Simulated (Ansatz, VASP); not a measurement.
# Mo: VASP beside Ansatz

Aim: how closely do two programs agree when they are given the same cell, functional and k mesh? The cell is taken from a series of VASP runs on this material, whose earlier steps may have relaxed, scaled or displaced it; both programs get it as it stands. Valence electrons are named where the data sets of a main pair hold unlike numbers.

Main program and level: Ansatz 0.2.0; plane waves, with VASP 6.6.1 beside it; band structure at PBEsol, spin-orbit coupling.

### Step 1. Starting point

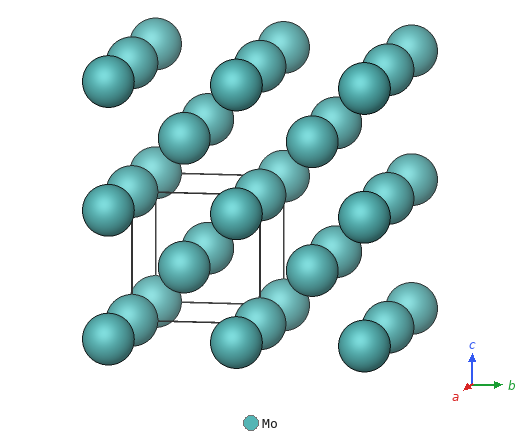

Start, viewed slightly off an axis; molybdenum teal. 2×2×2 cells are drawn. This picture shows the conventional cell, with its axes. Some periodic images of atoms are drawn too.

### Step 2. VASP: band structure, PBEsol, spin-orbit coupling

With cell and atoms fixed, the geometry can't cause a difference; cores, projectors, grids and the points listed under the comparison can.

Lines of VASP's logs that name or quote its potential files are left out, and so is its time.

Input file INCAR:

```
SYSTEM = Mo
PREC = Accurate
ENCUT = 400
EDIFF = 1E-06
NELM = 100
ISMEAR = 1
SIGMA = 0.2
LREAL = .FALSE.
ALGO = Normal
GGA = PS
LNONCOLLINEAR = .TRUE.
MAGMOM = 0 0 0
NBANDS = 26
GGA_COMPAT = .FALSE.
LASPH = .TRUE.
LSORBIT = .TRUE.
LMAXMIX = 4
LORBIT = 11
LWAVE = .FALSE.
LCHARG = .FALSE.
KPAR = 2
```

Input file POSCAR:

```
Mo
1.0
   -1.5632452756      1.5632452756      1.5632452756
    1.5632452756     -1.5632452756      1.5632452756
    1.5632452756      1.5632452756     -1.5632452756
Mo
1
Direct
    0.0000000000      0.0000000000      0.0000000000
```

Input file KPOINTS:

```
Automatic mesh
0
Gamma
8 8 8
0 0 0
```

Input file KPOINTS_OPT:

```
Line mode
16
Line-mode
Reciprocal
  0.00000000   0.00000000   0.00000000 GAMMA
  0.50000000  -0.50000000   0.50000000 H

  0.50000000  -0.50000000   0.50000000 H
  0.00000000   0.00000000   0.50000000 N

  0.00000000   0.00000000   0.50000000 N
  0.00000000   0.00000000   0.00000000 GAMMA

  0.00000000   0.00000000   0.00000000 GAMMA
  0.25000000   0.25000000   0.25000000 P

  0.25000000   0.25000000   0.25000000 P
  0.50000000  -0.50000000   0.50000000 H

  0.25000000   0.25000000   0.25000000 P
  0.00000000   0.00000000   0.50000000 N
```

Potentials, in the order of the species: Mo_sv (PBE family, release 64).

Launch:

```sh
> mpirun -np 2 vasp_ncl
```

Numbers of over 12 decimals in the logs are rounded to 6 here.

The log of the run:

```text
[banner, memory and clock lines left out]
running    2 mpi-ranks, on    1 nodes
 distrk:  each k-point on    1 cores,    2 groups
 distr:  one band on    1 cores,    1 groups

 POSCAR found type information on POSCAR Mo
 POSCAR found :  1 types and       1 ions
|                                                                             |
|               ----> ADVICE to this user running VASP <----                  |
|                                                                             |
|     You enforced a specific xc type in the INCAR file but a different       |
|     [... a line on the potential file left out ...]
|     I HOPE YOU KNOW WHAT YOU ARE DOING!                                     |
|                                                                             |

 LDA part: xc-table for (Slater+PW92), standard interpolation
 POSCAR, INCAR and KPOINTS ok, starting setup
 FFT: planning ... GRIDC
 FFT: planning ... GRID_SOFT
 FFT: planning ... GRID
 WAVECAR not read
 entering main loop
       N       E                     dE             d eps       ncg     rms          rms(c)
DAV:   1     0.114954883098E+03    0.11495E+03   -0.69150E+03  1516   0.931E+02
DAV:   2    -0.103969032286E+02   -0.12535E+03   -0.12100E+03  1684   0.331E+02
DAV:   3    -0.126105666369E+02   -0.22137E+01   -0.21956E+01  1692   0.448E+01
DAV:   4    -0.126178689172E+02   -0.73023E-02   -0.73016E-02  1594   0.281E+00
DAV:   5    -0.126179166651E+02   -0.47748E-04   -0.47748E-04  1642   0.200E-01    0.167E+01
DAV:   6    -0.119587328666E+02    0.65918E+00   -0.75678E-01  1532   0.108E+01    0.464E+00
DAV:   7    -0.118614576863E+02    0.97275E-01   -0.15832E-01  1616   0.463E+00    0.110E+00
DAV:   8    -0.118568204674E+02    0.46372E-02   -0.31607E-03  1574   0.681E-01    0.771E-01
DAV:   9    -0.118558989779E+02    0.92149E-03   -0.68903E-04  1656   0.320E-01    0.903E-02
DAV:  10    -0.118558967191E+02    0.22588E-05   -0.23957E-05  1584   0.573E-02    0.528E-02
DAV:  11    -0.118559005328E+02   -0.38137E-05   -0.66733E-06  1574   0.306E-02    0.254E-03
DAV:  12    -0.118559004369E+02    0.95880E-07   -0.11628E-07   814   0.398E-03
   1 F= -.11855900E+02 E0= -.11855262E+02  d E =-.191633E-02  mag=     0.0000     0.0000    -0.0000
 Start KPOINTS_OPT (optional k-point list driver)
k-point batch [1-29\96]
       N       E                     dE             ncg
DAV:   1    -0.136875419569E+04   -0.15342E+05     1516
DAV:   2    -0.485691097535E+04   -0.34882E+04     1740
DAV:   3    -0.491830729849E+04   -0.61396E+02     1652
DAV:   4    -0.491853177675E+04   -0.22448E+00     1656
DAV:   5    -0.491853342113E+04   -0.16444E-02     1628
DAV:   6    -0.491853344433E+04   -0.23198E-04     1552
DAV:   7    -0.491853344473E+04   -0.40395E-06     1174
[...]
k-point batch [88-96\96]
       N       E                     dE             ncg
DAV:   1     0.121487267099E+05   -0.51711E+04      468
DAV:   2     0.110377857136E+05   -0.11109E+04      548
DAV:   3     0.110167741054E+05   -0.21012E+02      490
DAV:   4     0.110166984512E+05   -0.75654E-01      486
DAV:   5     0.110166979809E+05   -0.47035E-03      478
DAV:   6     0.110166979749E+05   -0.60005E-05      442
DAV:   7     0.110166979748E+05   -0.97380E-07      334
```

OUTCAR, selected parts (step 2):

```text
ion  position               nearest neighbor table
   1  0.000  0.000  0.000-

  LATTYP: Found a body centered cubic cell.
 ALAT       =     3.1264905512

 Subroutine GETGRP returns: Found 48 space group operations
 (whereof 48 operations were pure point group operations)

The static configuration has the point symmetry O_h .

 Found     29 irreducible k-points:

   k-points           NKPTS =     29   k-points in BZ     NKDIM =     29   number of bands    NBANDS=     26

   dimension x,y,z NGX =    18 NGY =   18 NGZ =   18
   dimension x,y,z NGXF=    36 NGYF=   36 NGZF=   36

   ENCUT  =  400.0 eV  29.40 Ry    5.42 a.u.   4.42  4.42  4.42*2*pi/ulx,y,z

   NELECT =      14.0000    total number of electrons

 k-points in reciprocal lattice and weights: Automatic mesh
   0.00000000  0.00000000  0.00000000       0.002
   0.12500000  0.00000000  0.00000000       0.023
   0.25000000  0.00000000  0.00000000       0.023
   0.37500000  0.00000000  0.00000000       0.023
   0.50000000  0.00000000  0.00000000       0.012
   0.12500000  0.12500000  0.00000000       0.047
   0.25000000  0.12500000  0.00000000       0.094
   0.37500000  0.12500000  0.00000000       0.094
   0.25000000  0.25000000  0.00000000       0.047
[...]
0.50000000  0.50000000  0.37500000       0.023
   0.50000000  0.50000000  0.50000000       0.002

 average (electrostatic) potential at core
       1 -68.6530

 E-fermi :  12.7223

 k-point     1 :       0.0000    0.0000    0.0000
  band No.  band energies     occupation
    ...
     12      11.3723      1.00000
     13      11.3723      1.00000
     14      11.3723      1.00000
     15      11.5115      1.00000
     16      11.5115      1.00000
     17      14.5265     -0.00000
     18      14.5265     -0.00000
     19      14.5265     -0.00000
     20      14.5265     -0.00000
     21      27.6757      0.00000
    ...

 k-point     2 :       0.1250    0.0000    0.0000
  band No.  band energies     occupation
    ...
     12      11.0339      1.00000
     13      11.3201      1.00000
     14      11.3201      1.00000
     15      12.0880      1.00003
     16      12.0880      1.00003
     17      14.0711     -0.00000
     18      14.0711     -0.00000
     19      14.5442     -0.00000
     20      14.5442     -0.00000
     21      28.1172      0.00000
    ...

 k-point     3 :       0.2500    0.0000    0.0000
  band No.  band energies     occupation
    ...
     10       7.4708      1.00000
     11      10.2414      1.00000
     12      10.2414      1.00000
     13      11.2204      1.00000
     14      11.2204      1.00000
     15      13.9061     -0.00000
     16      13.9061     -0.00000
     17      13.9985     -0.00000
     18      13.9985     -0.00000
     19      14.6985     -0.00000
    ...

  Total        0.1080622      0.1080622      0.1080622      0.0000000      0.0000000      0.0000000
  in kB       11.3303369     11.3303369     11.3303369      0.0000000      0.0000000      0.0000000
  external PRESSURE =      11.3303369 kB  Pullay stress =       0.0000000 kB

  energy-cutoff  :      400.00
  volume of cell :       15.28
      direct lattice vectors                 reciprocal lattice vectors
    -1.563245276  1.563245276  1.563245276     0.000000000  0.319847440  0.319847440
     1.563245276 -1.563245276  1.563245276     0.319847440  0.000000000  0.319847440
     1.563245276  1.563245276 -1.563245276     0.319847440  0.319847440  0.000000000

 POSITION                                       TOTAL-FORCE (eV/Angst)
 -----------------------------------------------------------------------------------
      0.00000      0.00000      0.00000        -0.000000     -0.000000      0.000000
 -----------------------------------------------------------------------------------
    total drift:                                0.000000     -0.000000      0.000000

  FREE ENERGIE OF THE ION-ELECTRON SYSTEM (eV)
  ---------------------------------------------------
  free  energy   TOTEN  =       -11.8559004369 eV

  energy  without entropy=      -11.8539841028  energy(sigma->0) =      -11.85526166

 Spin-Orbit-Coupling matrix elements
 Ion:    1  E_soc:     -0.2064689

 total charge
# of ion       s       p       d       tot
------------------------------------------
    1        2.389   6.221   3.946  12.557

 magnetization (x)
# of ion       s       p       d       tot
------------------------------------------
    1        0.000  -0.000   0.000  -0.000

 magnetization (y)
# of ion       s       p       d       tot
------------------------------------------
    1        0.000   0.000   0.000   0.000

 magnetization (z)
# of ion       s       p       d       tot
------------------------------------------
    1       -0.000  -0.000   0.000  -0.000

[... 3 further parts left out ...]
```

The run ends at a pressure of 1.13 GPa.

### Step 3. Ansatz: band structure, PBEsol, spin-orbit coupling

Ansatz runs on its fully relativistic PAW (standard-fr) files.

The same cell, functional, mesh and smearing now go to Ansatz, which takes its cutoff from its data sets.

Input file input.yaml:

```yaml
crystal:
  lattice:
    - [-1.5632452756, 1.5632452756, 1.5632452756]
    - [1.5632452756, -1.5632452756, 1.5632452756]
    - [1.5632452756, 1.5632452756, -1.5632452756]
  atoms:
    - { symbol: Mo, position: [0.0, 0.0, 0.0] }
hamiltonian:
  xc: pbesol
  pseudopotentials: { kind: paw_fr }
magnetization:
  noncollinear: true
  spin_orbit: true
kpoints:
  mp_grid: { grid: [8, 8, 8] }
  band_path:
    path:
      - [0.0, 0.0, 0.0]
      - [0.1, -0.1, 0.1]
      - [0.2, -0.2, 0.2]
      - [0.3, -0.3, 0.3]
      - [0.43333, -0.43333, 0.43333]
      - [0.5, -0.5, 0.5]
      - [0.4, -0.4, 0.5]
      - [0.3, -0.3, 0.5]
      - [0.16667, -0.16667, 0.5]
      - [0.06667, -0.06667, 0.5]
      - [0.0, 0.0, 0.5]
      - [0.0, 0.0, 0.36667]
      - [0.0, 0.0, 0.26667]
      - [0.0, 0.0, 0.16667]
      - [0.0, 0.0, 0.06667]
      - [0.01667, 0.01667, 0.01667]
      - [0.06667, 0.06667, 0.06667]
      - [0.11667, 0.11667, 0.11667]
      - [0.16667, 0.16667, 0.16667]
      - [0.23333, 0.23333, 0.23333]
      - [0.26667, 0.2, 0.26667]
      - [0.31667, 0.05, 0.31667]
      - [0.38333, -0.15, 0.38333]
      - [0.43333, -0.3, 0.43333]
      - [0.48333, -0.45, 0.48333]
      - [0.23333, 0.23333, 0.26667]
      - [0.16667, 0.16667, 0.33333]
      - [0.11667, 0.11667, 0.38333]
      - [0.06667, 0.06667, 0.43333]
      - [0.0, 0.0, 0.5]
    npoints: 1
scf:
  occupations: { method: methfessel_paxton, width: 0.2 }
  n_extra_bands: 12
output:
  forces: true
  stress: true
  eigenvalues: true
```

Launch:

```sh
> ansatz run input.yaml --threads 2 --pin off --max-ram 4608MiB --backend cpu --events-out ev --progress --plain --runs-dir out
```

The log of the run:

```text
scf.n_extra_bands = 12 over 14 filled bands (N_el = 14.0): the run solves 26 bands
Engine: ansatz 0.2.0, aarch64-unknown-linux-gnu
Pseudopotentials: kind: paw_fr
Pseudopotential: Mo, paw_fr, valence charge 14, recommended cutoff 420 eV (normal), Mo.paw.azcp#standard-fr
Functional definition: PBEsol
  exchange = pbesol_x
  correlation = pbesol_c
non-collinear run that drives no moment, with spin-orbit: no starting moment large enough to seed its density (crystal.atoms[].spin), no starting occupations that ask for one, no magnetisation constraint and no magnetic field, so the semilocal B_xc is pinned to zero
Crystal: 1 atoms, lattice volume = 15.281 Å³
Basis set: ecut = 420 eV, 321 PW (Γ), exchange–correlation on 40×40×40 points (8 copies of the dense FFT grid, shifted against one another)
Bands: 26, of which v1, the nominal top of the filled ones, is band 14 counted from 1 (13 counted from 0)
Symmetry: 48 space group operations + 48 with time reversal
Magnetic group: BNS 229.141 (UNI 1643), of the structure as read, at distance tolerance 2.5e-5 Å
k-points: 29 of 512
Projection manifold: j_resolved (fully-relativistic pseudo-atomic orbitals)
Non-local potential: Mo, projectors of the file, l = 0: 3, l = 1: 4, l = 2: 4, l = 3: 2
PAW form: soft (Blöchl's): semilocal exchange-correlation on the pseudo side does not see the compensation charge
PAW frozen core: Mo, regenerated for the run's functional, and the local potential with it (the file was generated under x = pbe(κ = 0.804, μ = 0.219515), c = pbe(β = 0.066725))
PAW one-centre angular grid: Mo, 590 points (default); XC on 64 Gauss nodes
Initial density: superposition of atomic densities (chi_scale 0.1, normalization cell)
Initial wavefunctions: pseudopotential atomic-orbital guess
Functional: x = pbesol(κ = 0.804, μ = 0.123457), c = pbesol(β = 0.046)
SCF iter   1: F=—  HF=-4899.307427 eV  |F-HF|=—  |Δ(HF+E_count)|=         —  Δρ=1.12e-1  dr2=1.86e0  dr2_m=0.00e0 (ungated)  ethr=3.10e-3  |M|=0.00e0 ∫|m|=0.00e0 μB  |m|>n=0.0e0 m-floor=0.0e0 τ_xc=0.0e0  β_m=0.30  ⟨swp⟩=6.5  Hψ=1934  notcnv=0  defer=32
preconditioner: auto → none  [insulator: Δε(μ)=0.426 eV  Ē_g=12.187 eV  σ=0.200 eV  W_gap=0.89  n_scr=0 (ndim 8)  ℏωp=23.3 eV  f_vac=0.000  D(μ)=0.39/eV (n_scr^D=0)  ε∞_Penn≈4.6]
SCF iter   2: F=—  HF=-4898.735346 eV  |F-HF|=—  |Δ(HF+E_count)|=   5.72e-1  S|Δr|=    0.00e0  Δρ=5.82e-2  dr2=4.14e-1  dr2_m=0.00e0 (ungated)  ethr=3.10e-3  |M|=0.00e0 ∫|m|=0.00e0 μB  |m|>n=0.0e0 m-floor=0.0e0 τ_xc=0.0e0  β_m=0.43  ⟨swp⟩=2.8  Hψ=743  notcnv=0  defer=188
SCF iter   3: F=—  HF=-4898.598128 eV  |F-HF|=—  |Δ(HF+E_count)|=   1.37e-1  S|Δr|=    0.00e0  Δρ=1.54e-2  dr2=1.14e-2  dr2_m=0.00e0 (ungated)  ethr=2.96e-3  |M|=0.00e0 ∫|m|=0.00e0 μB  |m|>n=0.0e0 m-floor=0.0e0 τ_xc=0.0e0  β_m=0.64  ⟨swp⟩=2.9  Hψ=542  notcnv=0  defer=188
SCF iter   4: F=—  HF=-4898.595605 eV  |F-HF|=—  |Δ(HF+E_count)|=   2.52e-3  S|Δr|=    0.00e0  Δρ=2.90e-3  dr2=1.29e-3  dr2_m=0.00e0 (ungated)  ethr=8.16e-5  |M|=0.00e0 ∫|m|=0.00e0 μB  |m|>n=0.0e0 m-floor=0.0e0 τ_xc=0.0e0  β_m=0.64  ⟨swp⟩=2.3  Hψ=546  notcnv=0  defer=178
SCF iter   5: F=—  HF=-4898.595140 eV  |F-HF|=—  |Δ(HF+E_count)|=   4.65e-4  S|Δr|=    0.00e0  Δρ=1.30e-4  dr2=6.48e-7  dr2_m=0.00e0 (ungated)  ethr=9.21e-6  |M|=0.00e0 ∫|m|=0.00e0 μB  |m|>n=0.0e0 m-floor=0.0e0 τ_xc=0.0e0  β_m=0.82  ⟨swp⟩=2.9  Hψ=494  notcnv=0  defer=178
SCF iter   6: F=—  HF=-4898.595139 eV  |F-HF|=—  |Δ(HF+E_count)|=   4.49e-7  S|Δr|=    0.00e0  Δρ=2.70e-5  dr2=1.05e-7  dr2_m=0.00e0 (ungated)  ethr=7.14e-10  |M|=0.00e0 ∫|m|=0.00e0 μB  |m|>n=0.0e0 m-floor=0.0e0 τ_xc=0.0e0  β_m=0.83  ⟨swp⟩=9.0  Hψ=2048  notcnv=0
SCF iter   7: F=-4898.595139 eV  HF=-4898.595139 eV  |F-HF|=4.09e-9  |Δ(HF+E_count)|=   3.39e-8  S|Δr|=    0.00e0  Δρ=6.11e-6  dr2=5.69e-9  dr2_m=0.00e0 (ungated)  ethr=7.14e-10  |M|=0.00e0 ∫|m|=0.00e0 μB  |m|>n=0.0e0 m-floor=0.0e0 τ_xc=0.0e0  ⟨swp⟩=3.0  Hψ=884  notcnv=0
SCF 1 converged in 7 iterations: F = -4898.595139 eV  dr2 = 5.69e-9
  greatest PAW one-centre occupation: 0.999 electrons in one spin orbital (limit 2), on the Mo atom at site 0 (counted from 0), in its partial waves of l = 0
NSCF: frozen V_eff on 30 k-points
SCF converged after 7 iterations
Stability not checked: this state was not tested for a lower state beside it, because cold or Methfessel-Paxton smearing, or corrected tetrahedra, fill the levels in a way that the test cannot read (fill_not_monotonic; see scf.lower_state_search)
Magnetization: |M| = 0.0000 μB,  M = (+0.0000, +0.0000, +0.0000) μB
Absolute magnetization: 0.0000 μB (∫|m|)
  site 0: m = (+0.0000, +0.0000, +0.0000) μB, |m| = 0.0000 μB  (R = 1.12 Å)
Free energy (F): -4898.595139 eV
Harris-Foulkes:  -4898.595139 eV  (|F-HF|=4.09e-9)
Internal energy: -4898.593424 eV  (E = F + TS)
E sigma→0 (E₀):  -4898.594711 eV
Entropy (-TS):   -0.001715 eV (-1.715 meV/atom)
Fermi energy:    21.420861 eV
--- Per-component energies (eV) ---
  E_band       = -48.988980
  E_kinetic    = 441.749968
  E_local      = -768.332062  (includes V_loc(G=0)·N_el)
  E_nonlocal   = 144.148755
  E_hartree    = 253.739826
  E_xc         = -182.759922
  E_vxc        = -228.947127  (∫ρ·V_xc dr)
  E_paw        = -3144.754726  (= ΣΔE_a)
  E_vpaw       = -145.090440  (= ΣTr[D̂ρ^β])
  E_aug_tail   = 0.000042  (compensation charges beyond the density's cutoff)
  E_ewald      = -1642.595658
  E_core_change = 0.210354  (= ΣΔE_core)
  E_smearing   = -0.001715  (= −TS)
  E_closure    = 0.000000  (closes the sum)
  Σ components = -4898.595139   (vs F -4898.595139, Δ=0.00e0)
--- Forces (eV/Å), atoms counted from 1 ---
  atom   1  Mo     0.00000000     0.00000000    -0.00000000
  max |Σ_I F_I| component: 1.77e-32 eV/Å
--- Stress (GPa, compression-positive) ---
        1.504750       0.000000       0.000000
        0.000000       1.504750       0.000000
       -0.000000      -0.000000       1.504750
  P = ⅓ Tr σ = 1.5048 GPa (15.048 kbar)
--- Band table (eV; the first three rows and the last of 29) ---
  k-point 0: bands = [... 10 lower, 20.0753, 20.0753, 20.0753, 20.0753, 20.2159, 20.2159, 23.2268, 23.2268, ... 8 higher]
  k-point 1: bands = [... 10 lower, 19.7392, 19.7392, 20.0252, 20.0252, 20.7925, 20.7925, 22.7739, 22.7739, ... 8 higher]
  k-point 2: bands = [... 10 lower, 18.9483, 18.9483, 19.9234, 19.9234, 22.6089, 22.6089, 22.7016, 22.7016, ... 8 higher]
  k-point 28: bands = [... 10 lower, 15.8942, 15.8942, 25.6052, 25.6052, 25.6052, 25.6052, 25.8092, 25.8092, ... 8 higher]
```

Wall time 3.4 s (2 threads of Arm Neoverse N1, shared host); peak memory 0.31 GiB.

Reading the cycles: dr2 is the Hartree energy of the density residual (eV), the measure of convergence; HF is the Harris–Foulkes estimate of the energy, which meets the free energy F at convergence.

### Step 4. Differences

Known differences besides the potentials themselves: spin-orbit coupling enters by fully relativistic files in Ansatz and inside the spheres in VASP; the cutoff is 420 eV in Ansatz and 400 eV in VASP; Ansatz makes its cores anew for this functional, VASP keeps those of its PBE data sets. Total energies have different zeros and are not compared.

Both answers:

```
      quantity  Ansatz  VASP  difference
pressure (GPa)    1.50  1.13       +0.37
```

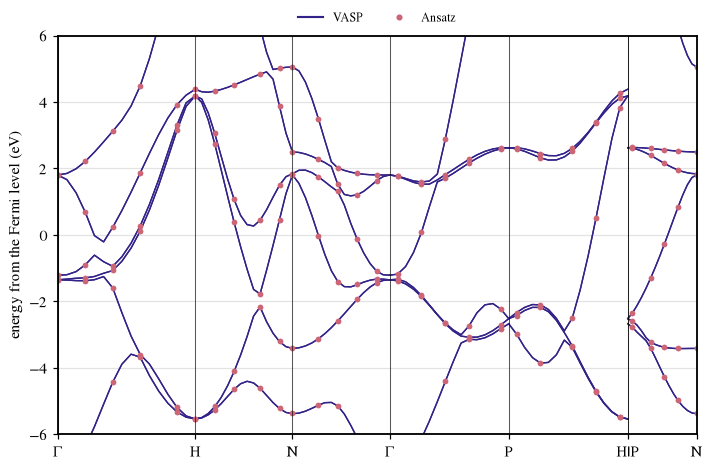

Bands from VASP (lines) and levels from Ansatz (dots). Dots without a line are higher empty bands that the VASP plot leaves out.

Levels from 3 eV below to 2 eV above the Fermi level differ by 6 meV r.m.s. and 16 meV at most; each VASP level is matched to the nearest of Ansatz, which flatters the figure a little.

### Step 5. Results

```yaml
r_m_s_difference_of_levels_near_the_fermi_level_band_structure_pbesol_spin_orbit_coupling: 6.1 meV
```

In words: The r.m.s. difference of levels near the Fermi level is 6.1 meV (band structure, PBEsol, spin-orbit coupling), within the 80 meV picked in this series as the mark of a large difference. Such differences can come from data sets, numerical settings and the points named under the comparisons, not from the functional's error against experiment.

[Lines on the potential files, build, host, timing and source positions are cut from VASP's logs without a mark.]

[Logs are printed without paths, hosts, clocks, repeated set-up lines and the standing remarks that a program may print on its own settings, such as how far it seeks lower states.]

[Hosts, paths, dates, database ids (printed as entryN), source tags and the programs' standing remarks are cut or masked in the printed files.]
